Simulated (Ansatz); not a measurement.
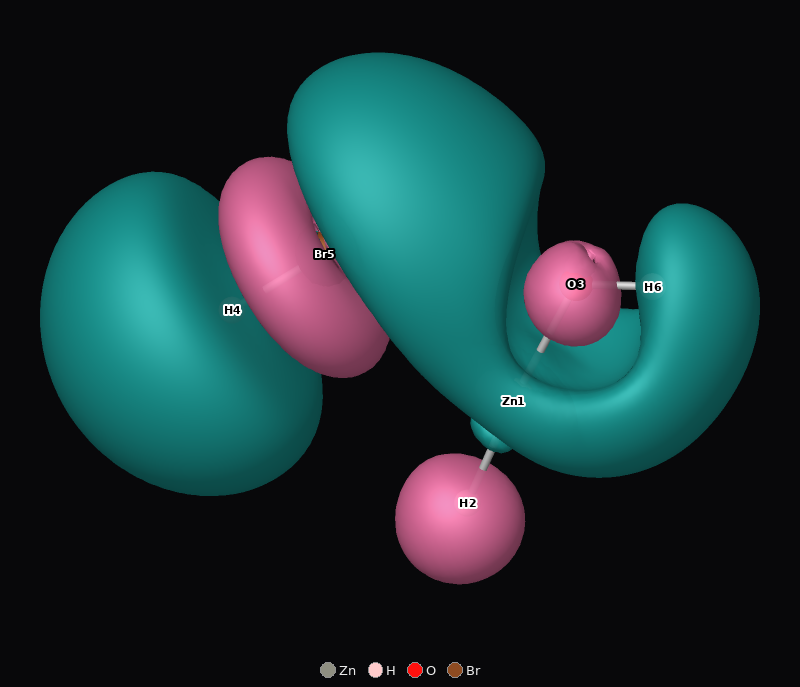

*H$_{2}$OZn···HBr. The LUMO at ±0.04 Å⁻³ᐟ² (teal and pink are the two phases), seen at a tilt.*

The reactant side of a reaction path; geometry: PBE0-D4/def2-TZVP.

These are results of RKS PBE0-D4/def2-TZVPP (Ansatz 0.2.0), not measurements.

```yaml
atoms:
  - { symbol: Zn, position_ang: [0.3799, -0.2187, 0.9257] }
  - { symbol: H, position_ang: [0.2328, 0.8373, 2.0104] }
  - { symbol: O, position_ang: [0.6061, -1.5275, -0.2739] }
  - { symbol: H, position_ang: [-1.3729, 2.2603, -1.1609] }
  - { symbol: Br, position_ang: [-0.9005, 0.9680, -1.5255] }
  - { symbol: H, position_ang: [1.0546, -2.3194, 0.0243] }
```

Where does this orbital lie, and at what energy?

By Hirshfeld shares it lies mainly on Br5 (about 45 %), H4 (about 40 %) and Zn1 (about 10 %); it is symmetric in the molecular plane (an in-plane orbital: σ, lone-pair or in-plane π type). Its energy is −0.35 eV.
